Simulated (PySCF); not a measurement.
# C2H9PSi2: the cost of one run

Computed with PySCF 2.14.0, with density-fitted response routines of our own, on a single molecule in the gas phase. Atoms are numbered from 0 throughout.

### Step 1. The molecule as given

14 atoms, charge 0, multiplicity 1; geometry from: GFN2-xTB. The atoms were then displaced at random by about 0.01 Å, so the start is not that level's minimum.

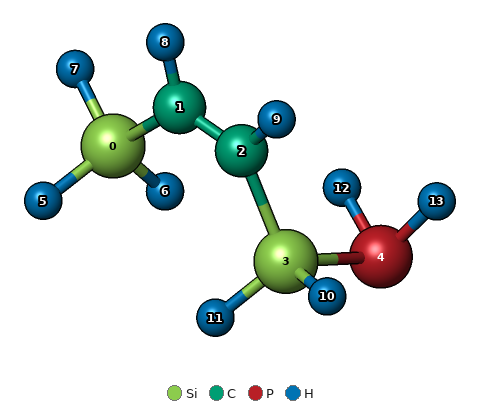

As it starts; silicon green, carbon teal, phosphorus red, hydrogen blue, atoms numbered; sticks join atoms by distance.

### Step 2. Geometry optimisation at PBE0-D3(BJ)/def2-SVP

Job settings and geometry (Å):

```
{"job": {"xc": "PBE0", "basis": "def2-SVP", "d3": "d3bj", "grid": 1, "shake": 0.01, "kind": "geom"}, "charge": 0, "multiplicity": 1}
Si    -1.875240     0.825670    -0.537910
C     -1.123560     0.150990     1.024560
C     -0.056770    -0.621210     1.099810
Si     1.083020    -1.204590    -0.321240
P      2.597310     0.315360    -0.895660
H     -2.734930    -0.172320    -1.170080
H     -0.848670     1.289030    -1.478740
H     -2.710760     2.001030    -0.160310
H     -1.622390     0.425370     1.972990
H      0.290350    -0.940960     2.104910
H      1.766390    -2.409620     0.129580
H      0.276900    -1.490340    -1.519100
H      1.780410     1.435020    -0.630760
H      3.170790     0.381480     0.374180
```

Started as:

```console
$ OMP_NUM_THREADS=1 python probes_run.py task.json out
```

This one command runs all jobs of the session in turn.

**Question.** How long does this first job take on 1 thread of Arm Neoverse V2, shared host, and how much memory does it need?

About 43 s, with a peak of 0.55 GiB.
